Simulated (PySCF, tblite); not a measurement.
# C₇H₄FO radical: geometry, infrared bands and EPR parameters

Wanted: the infrared bands and EPR parameters of C₇H₄FO radical (`O=Cc1cc[c]cc1F`), by calculation.

Programs: tblite 0.8.0 and PySCF 2.14.0, with density-fitted response routines of our own. Each step states its level of theory. These are calculated values for one molecule in the gas phase, unless marked as measured. Atoms count from 0, in the outputs and in this text.

## (1) The molecule as given

13 atoms, charge 0, multiplicity 2; geometry from: force field or distance geometry start.

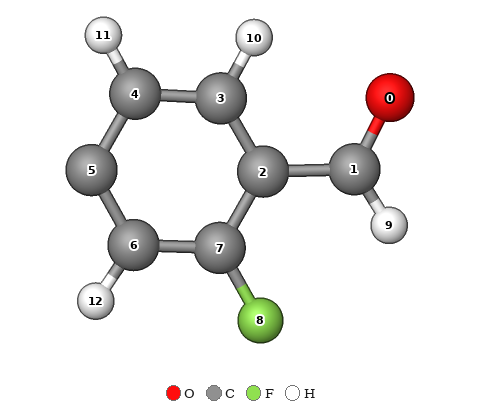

The starting geometry (oxygen red, carbon grey, fluorine green, hydrogen white), atoms numbered; sticks join atoms by distance.

## (2) Relaxing the molecule with GFN2-xTB

What the job is given:

```
{"job": {"kind": "relax", "xc": "GFN2-xTB", "basis": "xTB"}, "charge": 0, "multiplicity": 2}
O      2.455000    -1.509600     0.255500
C      2.056000    -0.362500    -0.146200
C      0.622200    -0.082800    -0.050300
C     -0.216500    -1.054700     0.433300
C     -1.576400    -0.892000     0.565400
C     -2.093000     0.344600     0.142100
C     -1.256900     1.340000    -0.358000
C      0.112600     1.159000    -0.462600
F      0.923200     2.119600    -0.953100
H      2.736900     0.378800    -0.515200
H      0.168600    -2.037500     0.768000
H     -2.215900    -1.673800     0.950100
H     -1.720400     2.271200    -0.646700
```

On the command line:

```
$ OMP_NUM_THREADS=1 python probes_run.py task.json out
```

One launch serves the whole session: the jobs run in the order shown.

**Question.** This job is followed by: GFN2-xTB harmonic vibrations, gas phase; UKS B3LYP, pcH-1 on C F H O, non-relativistic, mean-field spin-orbit, GIAO. What will the session give for the following? strongest single infrared mode (GFN2-xTB); zero-point energy (GFN2-xTB); g(iso) (B3LYP); ⟨S²⟩; largest a(iso); surface potential, least and greatest.

The runs gave:

| quantity | value |
| --- | --- |
| strongest single infrared mode (GFN2-xTB) | 1749 cm⁻¹, 364 km/mol |
| zero-point energy (GFN2-xTB) | 53.3 kcal/mol |
| g(iso) (B3LYP) | 2.00223 |
| ⟨S²⟩ | 0.758 (exact 0.75) |
| largest a(iso) | 13C on C5, 415.6 MHz |
| surface potential, least and greatest | -1.52 V and 1.30 V |

Over 22 steps the energy fell by 0.419 eV; of the close pairs, O0–C1 changed most, 1.279 to 1.203 Å. All 33 modes are real, so the xTB geometry is a minimum. The strongest single mode, at 1749 cm⁻¹, moves mainly C1 and O0. GFN2-xTB is a fitted tight-binding method: band positions and strengths are rough. Its intensities can rank the bands wrongly. Most of the unpaired spin sits on C5 (1.01 e). The isotropic g lies 0.1 ppt below the free-electron value.
